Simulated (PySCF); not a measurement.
# C₂H₁₀BN: NMR shifts at several levels of theory, part 2 of 2

PySCF 2.14.0. Atoms count from 0. The steps go on from the part before.

### 8 Nuclear shieldings: wB97X-D/pcSseg-2

What the job is given:

```
{"job": {"kind": "nmr", "xc": "wB97X-D", "basis": "pcSseg-2", "pop": false}, "charge": 0, "multiplicity": 1}
B      2.044149    -0.388998    -0.051332
N      0.531644     0.116346    -0.371079
C     -0.515612    -0.457996     0.487544
C     -1.905739     0.048508     0.164790
H      2.761521     0.194282    -0.856337
H      2.029765    -1.603935    -0.216003
H      2.265260    -0.065513     1.110801
H      0.516174     1.135823    -0.300654
H      0.330166    -0.095162    -1.350285
H     -0.444267    -1.549847     0.379182
H     -0.228946    -0.230719     1.524445
H     -1.979893     1.141332     0.285626
H     -2.644940    -0.407450     0.839251
H     -2.202387    -0.201954    -0.866535
```

With the program's defaults for keys left out, this is: GIAO wB97X-D/pcSseg-2 NMR shielding, non-relativistic, gas phase.

What it wrote:

```text
coarse grid: 10520 points
cycle   1  E = -161.8090940362  dE =  1.983e-01  |g| = 3.208e-01  |ddm| = 2.154e+00
cycle   2  E = -161.8371968233  dE = -2.810e-02  |g| = 1.596e-01  |ddm| = 5.335e-01
cycle   3  E = -161.8435195155  dE = -6.323e-03  |g| = 3.560e-02  |ddm| = 1.247e-01
cycle   4  E = -161.8437720044  dE = -2.525e-04  |g| = 1.475e-02  |ddm| = 2.806e-02
cycle   5  E = -161.8438180634  dE = -4.606e-05  |g| = 3.092e-03  |ddm| = 1.030e-02
cycle   6  E = -161.8438203505  dE = -2.287e-06  |g| = 8.553e-04  |ddm| = 2.922e-03
final grid: 98336 points
cycle   7  E = -161.8503152666  dE = -1.982e-04  |g| = 7.484e-03  |ddm| = 5.290e-02
cycle   8  E = -161.8503185715  dE = -3.305e-06  |g| = 6.738e-03  |ddm| = 9.104e-03
cycle   9  E = -161.8503276381  dE = -9.067e-06  |g| = 5.702e-04  |ddm| = 3.316e-03
cycle  10  E = -161.8503276986  dE = -6.050e-08  |g| = 3.292e-04  |ddm| = 7.425e-04
cycle  11  E = -161.8503277245  dE = -2.584e-08  |g| = 4.344e-05  |ddm| = 2.422e-04
cycle  12  E = -161.8503277252  dE = -7.063e-10  |g| = 9.665e-06  |ddm| = 7.086e-05
converged SCF energy = -161.8503277252

GIAO shielding tensors (ppm)
atom      isotropic    diamagn.    paramagn.     s11        s22        s33       span
  0 B      122.287     183.521     -61.234    107.239    109.830    149.794     42.555
  1 N      197.446     313.294    -115.848    185.705    192.120    214.513     28.808
  2 C      136.683     242.776    -106.094    108.771    130.764    170.513     61.742
  3 C      166.345     239.786     -73.441    152.285    161.756    184.993     32.708
  4 H       29.289      28.580       0.709     26.616     27.527     33.725      7.109
  5 H       29.467      29.048       0.419     27.076     27.711     33.615      6.539
  6 H       29.466      29.133       0.333     27.072     27.723     33.604      6.531
  7 H       28.781      32.658      -3.877     22.354     27.231     36.759     14.406
  8 H       28.755      32.375      -3.621     22.362     27.163     36.739     14.376
  9 H       28.585      30.897      -2.312     23.882     29.216     32.658      8.775
 10 H       28.582      31.067      -2.485     23.840     29.256     32.650      8.809
 11 H       30.357      29.613       0.744     26.652     28.444     35.975      9.323
 12 H       30.054      27.659       2.396     25.902     27.245     37.015     11.113
 13 H       30.343      29.427       0.916     26.638     28.411     35.980      9.342
```

Run time: 73 s. Hardware: 1 thread of Intel Xeon Platinum 8259CL at 2.50GHz, shared host; peak memory 1.2 GiB.

In short: δ C2 47.7, C3 18.1, B0 -22.3, N1 62.6, H9 2.77, H7 2.59 ppm (means over like atoms).

### 9 NMR shieldings: LC-wPBE/pcSseg-2

The job, as its differences from that of step 8:

```diff
@@ -1,2 +1,2 @@
-{"job": {"kind": "nmr", "xc": "wB97X-D", "basis": "pcSseg-2", "pop": false}, "charge": 0, "multiplicity": 1}
+{"job": {"kind": "nmr", "xc": "LC-wPBE", "basis": "pcSseg-2", "pop": false}, "charge": 0, "multiplicity": 1}
 B      2.044149    -0.388998    -0.051332
```

With the program's defaults for keys left out, this is: GIAO LC-wPBE/pcSseg-2 NMR shielding, non-relativistic, gas phase.

What it wrote:

```text
coarse grid: 10520 points
cycle   1  E = -161.7626885462  dE =  2.834e-01  |g| = 3.268e-01  |ddm| = 2.135e+00
cycle   2  E = -161.7938015247  dE = -3.111e-02  |g| = 1.592e-01  |ddm| = 4.775e-01
cycle   3  E = -161.7992659273  dE = -5.464e-03  |g| = 4.823e-02  |ddm| = 1.124e-01
cycle   4  E = -161.7997585050  dE = -4.926e-04  |g| = 1.484e-02  |ddm| = 3.371e-02
cycle   5  E = -161.7998098969  dE = -5.139e-05  |g| = 3.471e-03  |ddm| = 1.287e-02
cycle   6  E = -161.7998129130  dE = -3.016e-06  |g| = 9.922e-04  |ddm| = 3.696e-03
final grid: 98336 points
cycle   7  E = -161.8052569242  dE = -1.206e-04  |g| = 5.066e-03  |ddm| = 4.094e-02
cycle   8  E = -161.8052608024  dE = -3.878e-06  |g| = 3.738e-03  |ddm| = 5.285e-03
cycle   9  E = -161.8052635469  dE = -2.745e-06  |g| = 4.993e-04  |ddm| = 2.000e-03
cycle  10  E = -161.8052635966  dE = -4.971e-08  |g| = 2.008e-04  |ddm| = 5.075e-04
cycle  11  E = -161.8052636061  dE = -9.512e-09  |g| = 3.376e-05  |ddm| = 1.422e-04
cycle  12  E = -161.8052636066  dE = -4.429e-10  |g| = 1.119e-05  |ddm| = 5.428e-05
converged SCF energy = -161.8052636066

GIAO shielding tensors (ppm)
atom      isotropic    diamagn.    paramagn.     s11        s22        s33       span
  0 B      123.991     182.649     -58.658    108.620    111.365    151.987     43.367
  1 N      206.161     310.783    -104.622    193.808    202.768    221.906     28.098
  2 C      142.232     240.480     -98.248    114.711    136.060    175.925     61.213
  3 C      170.926     238.153     -67.227    157.212    166.701    188.865     31.652
  4 H       29.298      28.551       0.747     26.528     27.527     33.840      7.312
  5 H       29.457      28.921       0.537     26.954     27.745     33.673      6.719
  6 H       29.456      28.973       0.483     26.949     27.757     33.661      6.712
  7 H       28.832      32.166      -3.334     22.176     27.136     37.183     15.007
  8 H       28.807      31.920      -3.113     22.187     27.069     37.165     14.977
  9 H       28.577      30.593      -2.016     23.635     29.124     32.971      9.335
 10 H       28.574      30.713      -2.139     23.593     29.166     32.963      9.370
 11 H       30.325      29.433       0.892     26.431     28.342     36.202      9.771
 12 H       30.041      27.848       2.193     25.727     27.116     37.281     11.554
 13 H       30.312      29.289       1.023     26.419     28.309     36.207      9.788
```

Run time: 1.7 min. Hardware: 1 thread of Intel Xeon Platinum 8259CL at 2.50GHz, shared host; peak memory 1.1 GiB.

This run: δ C2 46.1, C3 17.4, B0 -25.0, N1 57.9, H9 2.74, H7 2.50 ppm (means over like atoms).

### 10 Shielding tensors: PBE0/STO-3G

The job, as its differences from that of step 9:

```diff
@@ -1,2 +1,2 @@
-{"job": {"kind": "nmr", "xc": "LC-wPBE", "basis": "pcSseg-2", "pop": false}, "charge": 0, "multiplicity": 1}
+{"job": {"kind": "nmr", "xc": "PBE0", "basis": "STO-3G", "pop": true}, "charge": 0, "multiplicity": 1}
 B      2.044149    -0.388998    -0.051332
```

Level: GIAO PBE0/STO-3G NMR shielding, non-relativistic, gas phase.

What it wrote:

```text
coarse grid: 10520 points
cycle   1  E = -159.6669529488  dE =  6.444e-02  |g| = 2.066e-01  |ddm| = 4.066e+00
cycle   2  E = -159.6830730713  dE = -1.612e-02  |g| = 9.511e-02  |ddm| = 4.855e-01
cycle   3  E = -159.6859310525  dE = -2.858e-03  |g| = 2.276e-02  |ddm| = 1.574e-01
cycle   4  E = -159.6860860393  dE = -1.550e-04  |g| = 4.044e-03  |ddm| = 3.204e-02
cycle   5  E = -159.6860911581  dE = -5.119e-06  |g| = 6.434e-04  |ddm| = 6.155e-03
final grid: 98336 points
cycle   6  E = -159.6753694761  dE = -6.818e-06  |g| = 3.845e-03  |ddm| = 1.307e-02
cycle   7  E = -159.6753711565  dE = -1.680e-06  |g| = 3.118e-03  |ddm| = 9.043e-03
cycle   8  E = -159.6753740888  dE = -2.932e-06  |g| = 2.141e-04  |ddm| = 4.053e-03
cycle   9  E = -159.6753741022  dE = -1.335e-08  |g| = 1.822e-05  |ddm| = 2.749e-04
cycle  10  E = -159.6753741023  dE = -8.959e-11  |g| = 6.355e-06  |ddm| = 3.082e-05
converged SCF energy = -159.6753741023

GIAO shielding tensors (ppm)
atom      isotropic    diamagn.    paramagn.     s11        s22        s33       span
  0 B      137.932     193.455     -55.523    122.083    122.281    169.433     47.350
  1 N      277.468     304.728     -27.260    266.912    278.207    287.285     20.374
  2 C      189.474     245.354     -55.880    165.247    183.616    219.560     54.313
  3 C      215.318     243.580     -28.262    207.977    208.970    229.007     21.030
  4 H       31.597      31.322       0.275     28.263     29.803     36.724      8.461
  5 H       31.674      32.157      -0.484     28.364     29.965     36.692      8.328
  6 H       31.673      32.292      -0.619     28.358     29.978     36.683      8.324
  7 H       30.678      31.119      -0.441     23.511     27.715     40.809     17.298
  8 H       30.659      31.007      -0.348     23.519     27.653     40.805     17.286
  9 H       30.175      31.477      -1.302     24.367     29.486     36.671     12.304
 10 H       30.170      31.633      -1.463     24.331     29.516     36.663     12.333
 11 H       31.755      30.400       1.354     26.888     29.326     39.051     12.164
 12 H       31.313      28.717       2.596     26.173     27.781     39.986     13.813
 13 H       31.744      30.247       1.497     26.884     29.291     39.057     12.173
```

Wall time 3.4 s (1 thread of Intel Xeon Platinum 8259CL at 2.50GHz, shared host); peak memory 0.53 GiB.

This run: δ C2 45.2, C3 19.4, B0 -9.2, N1 17.2, H9 2.43, H7 1.94 ppm (means over like atoms).

### 11 NMR shieldings: PBE0/6-31G

The job, as its differences from that of step 10:

```diff
@@ -1,2 +1,2 @@
-{"job": {"kind": "nmr", "xc": "PBE0", "basis": "STO-3G", "pop": true}, "charge": 0, "multiplicity": 1}
+{"job": {"kind": "nmr", "xc": "PBE0", "basis": "6-31G", "pop": true}, "charge": 0, "multiplicity": 1}
 B      2.044149    -0.388998    -0.051332
```

With the program's defaults for keys left out, this is: GIAO PBE0/6-31G NMR shielding, non-relativistic, gas phase.

What it wrote:

```text
coarse grid: 10520 points
cycle   1  E = -161.5697867247  dE =  1.089e-01  |g| = 3.589e-01  |ddm| = 2.879e+00
cycle   2  E = -161.5905749874  dE = -2.079e-02  |g| = 2.744e-01  |ddm| = 8.170e-01
cycle   3  E = -161.6141463924  dE = -2.357e-02  |g| = 3.600e-02  |ddm| = 3.167e-01
cycle   4  E = -161.6144418542  dE = -2.955e-04  |g| = 1.365e-02  |ddm| = 4.855e-02
cycle   5  E = -161.6144923133  dE = -5.046e-05  |g| = 2.287e-03  |ddm| = 1.494e-02
cycle   6  E = -161.6144933605  dE = -1.047e-06  |g| = 1.236e-03  |ddm| = 3.440e-03
final grid: 98336 points
cycle   7  E = -161.5816397637  dE = -1.065e-05  |g| = 7.709e-03  |ddm| = 1.605e-02
cycle   8  E = -161.5816357281  dE =  4.036e-06  |g| = 8.892e-03  |ddm| = 1.554e-02
cycle   9  E = -161.5816552363  dE = -1.951e-05  |g| = 6.889e-04  |ddm| = 8.160e-03
cycle  10  E = -161.5816553524  dE = -1.161e-07  |g| = 8.050e-05  |ddm| = 5.594e-04
cycle  11  E = -161.5816553536  dE = -1.291e-09  |g| = 3.515e-05  |ddm| = 1.089e-04
cycle  12  E = -161.5816553540  dE = -3.768e-10  |g| = 2.763e-06  |ddm| = 4.206e-05
converged SCF energy = -161.5816553540

GIAO shielding tensors (ppm)
atom      isotropic    diamagn.    paramagn.     s11        s22        s33       span
  0 B      134.885     187.433     -52.547    120.000    123.050    161.606     41.607
  1 N      217.775     321.187    -103.412    207.402    212.051    233.873     26.471
  2 C      156.833     241.976     -85.143    128.471    152.135    189.892     61.421
  3 C      182.774     246.961     -64.187    169.171    178.942    200.209     31.038
  4 H       29.841      29.494       0.347     26.508     28.216     34.799      8.291
  5 H       29.993      29.581       0.412     26.900     28.240     34.841      7.941
  6 H       29.992      29.508       0.484     26.895     28.250     34.830      7.936
  7 H       30.542      31.979      -1.436     24.323     28.844     38.460     14.136
  8 H       30.519      32.021      -1.502     24.328     28.783     38.445     14.117
  9 H       29.656      30.081      -0.425     24.679     30.017     34.272      9.593
 10 H       29.651      29.925      -0.275     24.638     30.046     34.267      9.629
 11 H       31.519      29.558       1.961     27.680     29.712     37.166      9.487
 12 H       31.196      28.929       2.267     26.826     28.395     38.366     11.540
 13 H       31.506      29.589       1.917     27.672     29.679     37.167      9.495
```

Run time: 10 s. Hardware: 1 thread of Intel Xeon Platinum 8259CL at 2.50GHz, shared host; peak memory 0.53 GiB.

Key values: δ C2 42.7, C3 16.8, B0 -21.7, N1 42.9, H9 2.96, H4 2.67 ppm (means over like atoms).

### 12 Comparing the runs: NMR shifts

Shifts (ppm) of some atoms, chosen among heavy atoms and hydrogens apart, means over like atoms, with basis size and wall time:

```csv
run,C2,C3,H9,H7,H4,B0,N1,functions,time
PBE0/pcSseg-2,48.0,18.0,2.78,2.69,1.98,-22.2,66.4,284,41 s
mPW1PW91/pcSseg-2,48.0,18.1,2.78,2.67,1.95,-21.9,65.5,284,40 s
WP04/pcSseg-2,49.7,19.1,2.76,2.77,1.52,-18.0,62.2,284,44 s
B97-2/pcSseg-2,47.9,18.4,2.79,2.69,1.94,-21.1,65.4,284,40 s
BHandHLYP/pcSseg-2,46.8,18.5,2.77,2.59,1.89,-18.8,62.4,284,51 s
CAM-B3LYP/pcSseg-2,48.3,18.2,2.80,2.61,1.96,-22.0,67.8,284,72 s
wB97X-D/pcSseg-2,47.7,18.1,2.77,2.59,1.95,-22.3,62.6,284,73 s
LC-wPBE/pcSseg-2,46.1,17.4,2.74,2.50,1.91,-25.0,57.9,284,1.7 min
PBE0/STO-3G,45.2,19.4,2.43,1.94,0.96,-9.2,17.2,30,3.4 s
PBE0/6-31G,42.7,16.8,2.96,2.08,2.67,-21.7,42.9,56,10 s
```

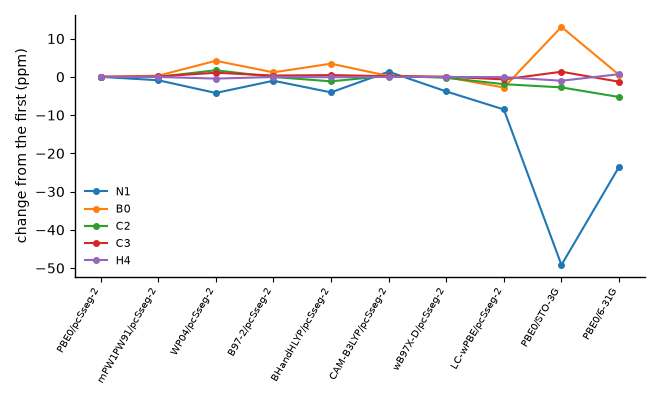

How five of the tabulated atoms move from run to run.

### 13 Summary of results

This closing draws on all 2 parts.

```
                                                              quantity                                             value
                                13C shifts against TMS (PBE0/pcSseg-2)                                    48.0, 18.0 ppm
1H shifts against TMS (PBE0/pcSseg-2, means over atoms taken as alike)                        2.78, 2.69, 1.98, 1.09 ppm
                           11B shifts against BF3·OEt2 (PBE0/pcSseg-2)                                         -22.2 ppm
                                15N shifts against NH3 (PBE0/pcSseg-2)                                          66.4 ppm
                                              range of the shift of N1                                  17.2 to 67.8 ppm
                                         property runs in this session  10, of which 0 failed and 1 gave unsound results
```

What this shows: Single values in the summary come from the first run of each kind that ended normally (PBE0/pcSseg-2), which need not be the best level. H9, H10 (mean) (hydrogen on an sp3 CH2 bonded to N) lies farthest downfield among hydrogen, at 2.78 ppm; its carbon carries N, hence the downfield position. At PBE0/pcSseg-2: The largest span, 62 ppm, is at C2, where the paramagnetic term is -107 ppm. In ppm, N1 moves most: its shift spreads over 50.5 ppm, from 17.2 (PBE0/STO-3G) to 67.8 (CAM-B3LYP/pcSseg-2). A minimal basis is unusable for shieldings, so that end is no result.
